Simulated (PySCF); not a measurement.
## NMR shielding calculation, with input and output: C2H8N2Si2

- system: C2H8N2Si2, SMILES C=CN1[SiH2]N[SiH2]1
- method: GIAO HSE06/IGLO-II NMR shielding, non-relativistic, gas phase (PySCF 2.14.0)

The geometry comes from this level: GFN2-xTB. It belongs to a series of runs on one base structure; here: HSE06/IGLO-II; level_shift 0.1; conv 1e-07. Figures and captions count atoms from 1; the log counts them from 0 in places.

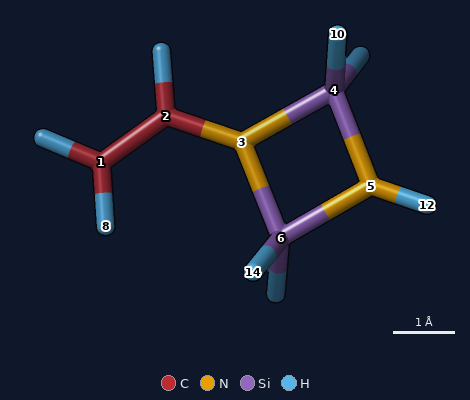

The structure (stick view, seen at a tilt; atoms are numbered from 1 in the order of the input).

### Input
```
{"job": {"kind": "nmr", "xc": "HSE06", "basis": "IGLO-II", "pop": true, "scf": {"level_shift": 0.1, "conv": 1e-07}}, "charge": 0, "multiplicity": 1}
C      2.427897     0.350036     0.410105
C      1.437089    -0.523536     0.553141
N      0.111461    -0.250271     0.375230
Si    -1.315836    -1.257989     0.511686
N     -2.129117     0.214765     0.078305
Si    -0.721870     1.231790    -0.062327
H      3.451690     0.066568     0.567343
H      2.231056     1.371386     0.132519
H      1.645924    -1.550497     0.833608
H     -1.572394    -1.725350     1.871346
H     -1.380523    -2.315807    -0.492987
H     -3.102154     0.418151    -0.049925
H     -0.445687     1.690340    -1.420045
H     -0.638214     2.279941     0.949860
```

The first line tells a small driver script what to run in PySCF; the rest is the geometry in Å.

Launch command:
```bash
OMP_NUM_THREADS=1 python <driver script> task.json out
```

### The program's output
```
final grid: 111232 points
cycle   1  E = -769.0812030884  dE =  7.608e-01  |g| = 6.419e-01  |ddm| = 2.974e+00
cycle   2  E = -769.0558094111  dE =  2.539e-02  |g| = 7.402e-01  |ddm| = 8.392e-01
cycle   3  E = -769.1657148494  dE = -1.099e-01  |g| = 7.809e-02  |ddm| = 3.865e-01
cycle   4  E = -769.1670620047  dE = -1.347e-03  |g| = 3.786e-02  |ddm| = 9.000e-02
cycle   5  E = -769.1673848556  dE = -3.229e-04  |g| = 8.477e-03  |ddm| = 2.512e-02
cycle   6  E = -769.1673979831  dE = -1.313e-05  |g| = 4.048e-03  |ddm| = 7.763e-03
cycle   7  E = -769.1674012293  dE = -3.246e-06  |g| = 1.022e-03  |ddm| = 2.297e-03
cycle   8  E = -769.1674014090  dE = -1.797e-07  |g| = 3.510e-04  |ddm| = 7.217e-04
cycle   9  E = -769.1674014448  dE = -3.583e-08  |g| = 6.565e-05  |ddm| = 2.291e-04
level shift removed, Fock matrix diagonalised once more
converged SCF energy = -769.1674014448

GIAO shielding tensors (ppm)
atom      isotropic    diamagn.    paramagn.     s11        s22        s33       span
  0 C       98.494     255.009    -156.515      4.599    130.743    160.139    155.540
  1 C       45.009     248.799    -203.790    -67.765     61.609    141.182    208.947
  2 N      178.466     325.046    -146.580    131.675    165.596    238.126    106.450
  3 Si     369.468     883.574    -514.106    346.176    353.736    408.493     62.317
  4 N      256.187     324.847     -68.661    217.164    265.011    286.385     69.220
  5 Si     370.940     883.608    -512.668    352.558    354.940    405.322     52.764
  6 H       28.188      30.256      -2.068     25.963     26.782     31.819      5.856
  7 H       28.102      33.301      -5.199     25.512     26.621     32.173      6.661
  8 H       25.917      30.227      -4.309     23.225     25.731     28.797      5.573
  9 H       26.038      29.846      -3.809     23.360     23.629     31.125      7.765
 10 H       26.041      30.297      -4.256     23.363     23.628     31.131      7.768
 11 H       32.416      31.284       1.132     25.066     27.575     44.607     19.542
 12 H       25.978      31.011      -5.032     23.091     23.977     30.867      7.776
 13 H       25.984      30.521      -4.537     23.099     23.980     30.874      7.775
```

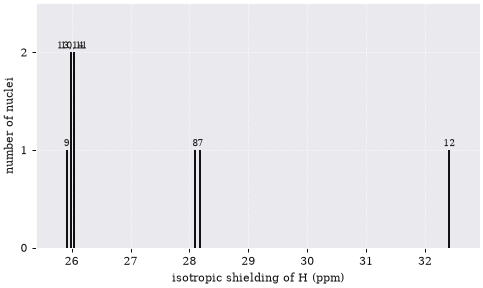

Isotropic shieldings of the hydrogen nuclei in this fixed geometry, labelled by atom number; shielding grows to the right, so chemical shift grows to the left. The least shielded is H9 (25.9 ppm), the most shielded H12 (32.4 ppm).

### Key numbers

- outcome: converged
- total energy: −769.167401 hartree
- HOMO: −5.46 eV
- LUMO: −0.77 eV
- dipole moment: 1.92 D
- isotropic shielding, C: 45.0 to 98.5 ppm
- isotropic shielding, N: 178.5 to 256.2 ppm
- isotropic shielding, Si: 369.5 to 370.9 ppm
- isotropic shielding, H: 25.9 to 32.4 ppm
- hardware: 1 CPU thread, shared host
- wall time: 1.8 min
- peak memory: 0.89 GiB

### Remarks

Settings chosen away from the usual ones: HSE06/IGLO-II; level_shift 0.1; conv 1e-07.
